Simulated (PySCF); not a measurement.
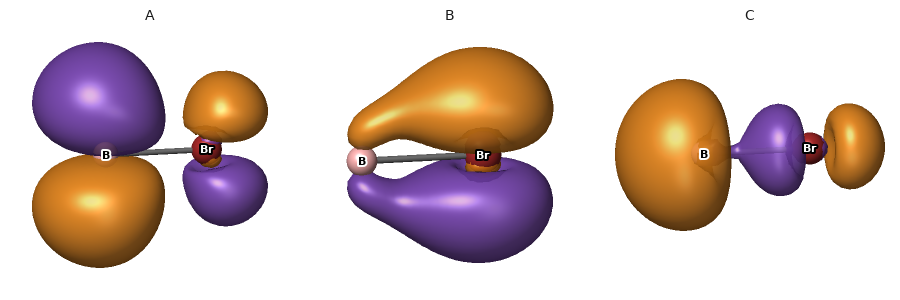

The picture shows: BBr. Three frontier orbitals, each drawn at the value that holds 80 % of its norm (orange and purple are the two phases), in no order; of a degenerate pair one member is drawn.

Level of theory: PBE0/cc-pVDZ(-PP), non-relativistic Hamiltonian with scalar-relativistic core potentials where named, at a bond length of 1.912 Å in PySCF.

### Name the orbitals and rank them from lowest to highest energy.

Orbital B: π, occupied, −9.77 eV; mainly on Br (90 %).
Orbital C: σ, occupied, −7.40 eV; mainly on B (80 %).
Orbital A: π, empty, −2.04 eV; mainly on B (80 %).
